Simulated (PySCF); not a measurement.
```xyz
17

Cl    2.8216   -0.9896    0.4907
C     2.0770    0.1299   -0.6820
C     0.6044    0.2527   -0.4112
C    -0.3244   -0.9102   -0.7115
C    -1.6445   -0.4960   -0.0437
C    -1.2445    0.3722    1.1595
C     0.0447    1.0216    0.7067
O     0.0313    1.5196   -0.6058
H     2.5660    1.0980   -0.5733
H     2.2649   -0.2756   -1.6765
H    -0.4420   -1.0788   -1.7815
H     0.0888   -1.8105   -0.2538
H    -2.2438   -1.3548    0.2510
H    -2.2214    0.1088   -0.7430
H    -1.0347   -0.2387    2.0390
H    -2.0117    1.1030    1.4104
H     0.6612    1.5605    1.4150
```

Geometry: GFN2-xTB.

Method: wB97X-D/def2-SVPD, SCF density, gas phase in PySCF.

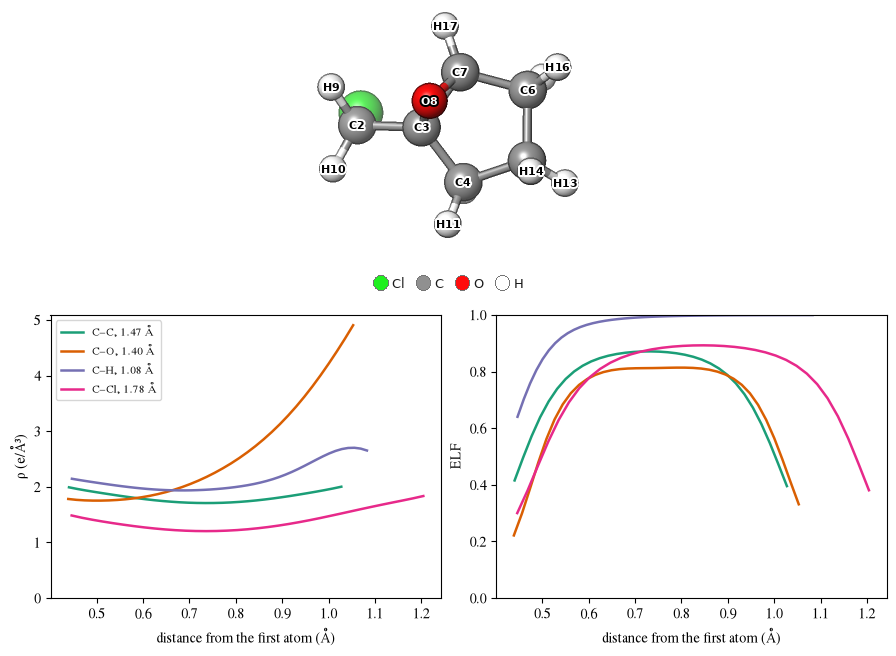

C6H9ClO. Total electron density and electron localisation function along straight lines between neighbouring atoms. The curves leave out the atomic cores. The structure is drawn too.

Question: What kind of bonding do the profiles show?

Answer: C–C (1.47 Å): ρ at the midpoint is about 1.7 e/Å³; the ELF peaks at about 0.85 between the atoms, as expected for a shared electron pair.
C–O (1.40 Å): ρ at the midpoint is about 2.1 e/Å³, with its minimum of 1.8 e/Å³ about 0.5 Å from C; the ELF peaks at about 0.80 between the atoms, as expected for a polar covalent bond.
C–H (1.08 Å): ρ is about 2 e/Å³ halfway; the ELF climbs to about 1 towards the hydrogen, as it does in any bond to H: a covalent bond by its length.
C–Cl (1.78 Å): ρ at the midpoint is about 1.3 e/Å³; the ELF peaks at about 0.90 between the atoms, as expected for a shared electron pair.
